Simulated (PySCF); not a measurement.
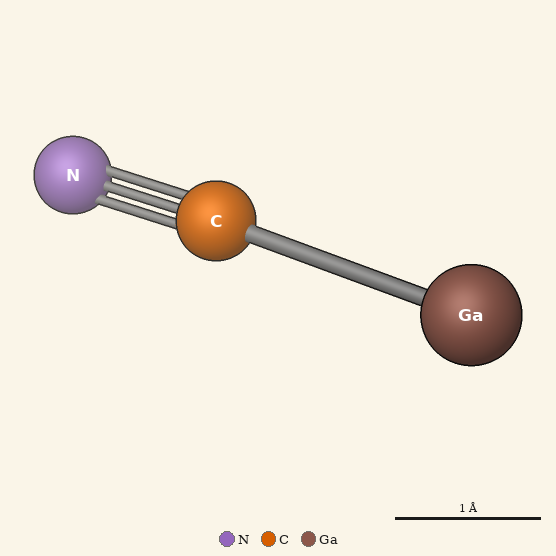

Atoms fade into the background with distance from the viewer. The computed structure is the end point of a PBE0-D3(BJ)/def2-SVP optimisation. No frequency run is at hand to confirm it as a minimum. Masses are those of the most abundant isotopes; constants are for the rigid equilibrium geometry.

Q: Classify the rotor and give the rotational constants (cm⁻¹).

A: A linear rotor (C∞v) with B = 0.115 cm⁻¹.
